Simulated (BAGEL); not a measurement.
# PBE0/def2-SVPD (density fitting with qzvpp-jkfit) run of SiBr2 (SMILES Br[Si]Br)

What is the energy change on altering one bond length of SiBr2 at PBE0/def2-SVPD (density fitting with qzvpp-jkfit)? 

The results are computed with BAGEL 1.2.2.

1 further run of the same task is left out (set aside as unsound or not needed).

### 1 The system as given

SiBr2: 3 atoms, total charge 0, spin state singlet. SMILES: `Br[Si]Br`. Geometry: relaxed at PBE0-D4/def2-TZVP.

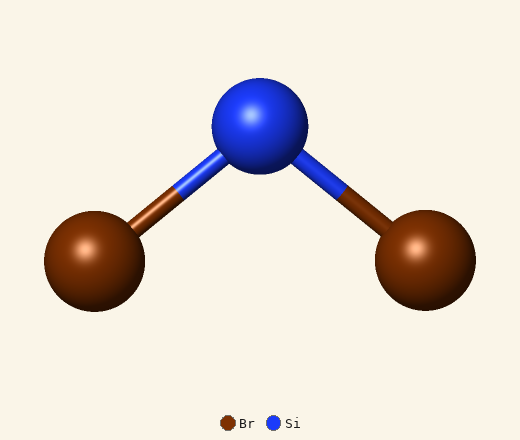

The structure, seen from a chosen angle (bromine brown, silicon blue).

### 2 The energy at PBE0/def2-SVPD (density fitting with qzvpp-jkfit)

Input file job.json:

```json
{ "bagel" : [

{
  "title" : "molecule",
  "basis" : "def2-svpd.json",
  "df_basis" : "qzvpp-jkfit",
  "angstrom" : true,
  "geometry" : [
    { "atom" : "Br", "xyz" : [       0.975100,       1.342100,       0.670900 ] },
    { "atom" : "Si", "xyz" : [      -0.770000,       0.385700,      -0.376400 ] },
    { "atom" : "Br", "xyz" : [      -0.216000,      -1.792600,      -0.307800 ] }
  ]
},

{ "title" : "ks", "xc_func" : "pbe0", "charge" : 0 },

{ "title" : "print", "file" : "orbitals.molden", "orbitals" : true }

]}
```

The basis set def2-SVPD is read from a file made from the Basis Set Exchange's data (not shown).

Run with:

```bash
BAGEL_NUM_THREADS=1 BAGEL job.json > job.out
```

The program printed:

```text
* using 1 threads per process

  ===============================================================
  ===============================================================

  *** Geometry ***

  { "atom" : "Br", "xyz" : [      1.842672,      2.536201,      1.267817 ] },
  { "atom" : "Si", "xyz" : [     -1.455089,      0.728867,     -0.711293 ] },
  { "atom" : "Br", "xyz" : [     -0.408181,     -3.387523,     -0.581658 ] },

  Number of auxiliary basis functions:      660

  Since a DF basis is specified, we compute 2- and 3-index integrals:
    o Being stored without compression. Storage requirement is 0.059 GB

  Number of basis functions:      106
  Number of electrons      :       84

    * METHOD: MOLECULE                             0.48

  *** Kohn-Sham DFT ***

    * Removing 4172 points whose weight is below 1.00e-10
    * Grid points: 40546

  === Nuclear Repulsion ===
   416.1857779811

       - DIIS with orbital gradients will be used.

  === KS iteration (pbe0 / def2-svpd.json) ===
      0      -5345.50905043          0.14147200           0.42
      1      -5148.84395239          0.33740971           0.41
      2      -5255.95607750          0.15686753           0.41
      3      -5378.20464788          0.17883161           0.41
      4      -5426.41153632          0.07514580           0.41
      5      -5423.10320452          0.09701487           0.41
      6      -5436.09184537          0.01994451           0.41
      7      -5436.14941109          0.01742876           0.41
      8      -5436.37478242          0.00832732           0.41
      9      -5436.43976928          0.00107200           0.42
     10      -5436.44036823          0.00038240           0.41
     11      -5436.44048275          0.00012843           0.41
     12      -5436.44049373          0.00005396           0.42
     13      -5436.44049640          0.00001878           0.42
     14      -5436.44049677          0.00000210           0.41
     15      -5436.44049678          0.00000059           0.41
     16      -5436.44049678          0.00000032           0.41
     17      -5436.44049678          0.00000009           0.41
     18      -5436.44049678          0.00000004           0.41
     19      -5436.44049678          0.00000002           0.41
     20      -5436.44049678          0.00000001           0.41
    * SCF iteration converged.

    * Permanent dipole moment:
           (    0.265944,    -0.141201,     0.129096) a.u.

    * METHOD: KS                                   8.83

    * METHOD: PRINT                                0.03

  ===============================================================
```

Wall time 9.6 s (1 thread of Arm Neoverse V1, shared host); peak memory 0.34 GiB.

### 3 The distorted shape, same level

Input file calc.json:

```json
{ "bagel": [

{
  "title": "molecule",
  "basis": "def2-svpd.json",
  "df_basis": "qzvpp-jkfit",
  "angstrom": true,
  "geometry": [
    { "atom": "Br", "xyz": [    0.310305,    3.956040,    0.588581 ] },
    { "atom": "Si", "xyz": [   -1.434795,    2.999640,   -0.458719 ] },
    { "atom": "Br", "xyz": [   -0.216000,   -1.792600,   -0.307800 ] }
  ]
},
{ "title": "ks", "xc_func": "pbe0" },
{ "title": "print", "file": "orbitals.molden", "orbitals": true }

]}
```

The basis set def2-SVPD is read from a file made from the Basis Set Exchange's data (not shown).

Run with:

```bash
BAGEL_NUM_THREADS=1 BAGEL calc.json > calc.out
```

The program printed:

```text
* using 1 threads per process

  ===============================================================
  ===============================================================

  *** Geometry ***

  { "atom" : "Br", "xyz" : [      0.586391,      7.475832,      1.112257 ] },
  { "atom" : "Si", "xyz" : [     -2.711370,      5.668498,     -0.866853 ] },
  { "atom" : "Br", "xyz" : [     -0.408181,     -3.387523,     -0.581658 ] },

  Number of auxiliary basis functions:      660

  Since a DF basis is specified, we compute 2- and 3-index integrals:
    o Being stored without compression. Storage requirement is 0.059 GB

  Number of basis functions:      106
  Number of electrons      :       84

    * METHOD: MOLECULE                             0.50

  *** Kohn-Sham DFT ***

    * Removing 2852 points whose weight is below 1.00e-10
    * Grid points: 41866

  === Nuclear Repulsion ===
   278.6855586425

       - DIIS with orbital gradients will be used.

  === KS iteration (pbe0 / def2-svpd.json) ===
      0      -5345.34349844          0.13674480           0.53
      1      -5037.36686450          0.43951745           0.51
      2      -5212.04275902          0.12428265           0.52
      3      -4994.48754649          0.15403228           0.53
      4      -5393.17594760          0.12709594           0.53
      5      -5396.88436766          0.08868084           0.52
      6      -5427.05813705          0.07472429           0.52
      7      -5435.50157073          0.03328291           0.53
      8      -5428.15106823          0.03819721           0.53
      9      -5433.50004989          0.02907820           0.53
     10      -5436.05900017          0.00944441           0.53
     11      -5436.21021015          0.00596126           0.53
     12      -5436.23446953          0.00435653           0.53
     13      -5433.23948467          0.02005077           0.53
     14      -5436.25727730          0.00558566           0.53
     15      -5436.09263683          0.01407901           0.53
     16      -5436.29616577          0.00070909           0.53
     17      -5436.29651990          0.00057991           0.54
     18      -5436.29722765          0.00010092           0.54
     19      -5436.29751388          0.00009405           0.54
     20      -5436.29773720          0.00011400           0.53
     21      -5436.29783450          0.00031642           0.52
     22      -5436.29797605          0.00018070           0.51
     23      -5436.29802914          0.00010634           0.50
     24      -5436.29804918          0.00004423           0.51
     25      -5436.29805861          0.00001987           0.52
     26      -5436.29805972          0.00000427           0.52
     27      -5436.29805988          0.00000043           0.53
     28      -5436.29805988          0.00000017           0.54
     29      -5436.29805988          0.00000012           0.53
     30      -5436.29805988          0.00000005           0.53
     31      -5436.29805988          0.00000003           0.52
     32      -5436.29805988          0.00000002           0.51
     33      -5436.29805988          0.00000002           0.52
     34      -5436.29805988          0.00000002           0.52
     35      -5436.29805988          0.00000001           0.52
    * SCF iteration converged.

    * Permanent dipole moment:
           (    0.941164,    -4.532326,     0.028118) a.u.

    * METHOD: KS                                  19.10

    * METHOD: PRINT                                0.03

  ===============================================================
```

It took 20 s on 1 thread of Arm Neoverse V1, shared host; peak memory 0.35 GiB.

### 4 Summary of results

At PBE0/def2-SVPD (density fitting with qzvpp-jkfit):

```
                                                           quantity           value
                                          first shape: total energy  -5436.44050 Eh
                                         first shape: dipole moment          0.83 D
                                           first shape: HOMO energy        -7.63 eV
                                           first shape: LUMO energy        -3.17 eV
                                         first shape: HOMO–LUMO gap         4.45 eV
                                      distorted shape: total energy  -5436.29806 Eh
                                     distorted shape: dipole moment         11.77 D
                                       distorted shape: HOMO energy        -6.20 eV
                                       distorted shape: LUMO energy        -5.16 eV
                                     distorted shape: HOMO–LUMO gap         1.04 eV
energy change with the Si2–Br3 bond stretched from 2.249 to 4.947 Å        3.876 eV
```

What this shows: One bond (distorted shape) is far stretched, which a spin-restricted single reference describes badly; a broken-symmetry solution may lie lower. With the Si2–Br3 bond stretched from 2.249 to 4.947 Å the energy rises by 3.88 eV (374 kJ/mol). The first shape isn't relaxed at this level, so the change isn't measured from a minimum. A restricted reference can't describe the breaking bond well at this length.
